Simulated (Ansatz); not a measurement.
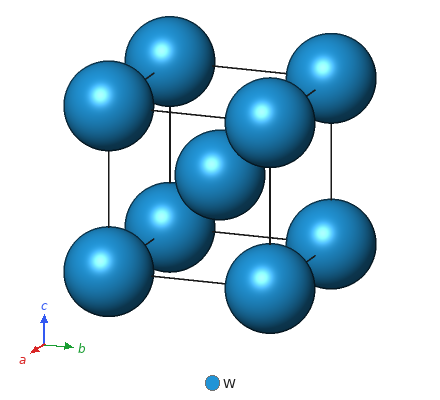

W (Im-3m, No. 229): the geometry given to an electronic-structure calculation, possibly off equilibrium.

```
W
1.0
     3.16826    0.00000    0.00000
     0.00000    3.16826    0.00000
     0.00000    0.00000    3.16826
W
2
Direct
  0.00000 0.00000 0.00000
  0.50000 0.50000 0.50000
```

**What will an iDPC-like image along [110] show? Simulated as the projected potential of neutral atoms (B = 0.3 Å²) blurred by a 0.78 Å probe, the thin-sample limit of integrated differential phase contrast. The display is stretched by a gamma of 0.65; percentages refer to the linear signal. Shot noise and the speckle of an amorphous layer were added.**

The columns repeat on a rectangular net of 1.58 × 2.24 Å (plane group p2mm). All columns are alike (W). The shortest distance between visible columns is 1.58 Å in projection. Along the beam the structure repeats every 4.48 Å.

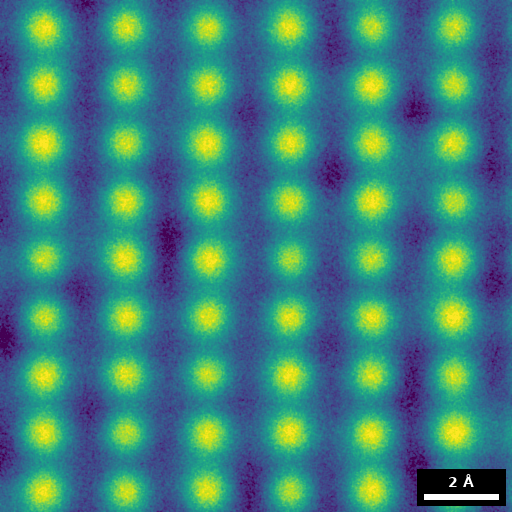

The simulated image.
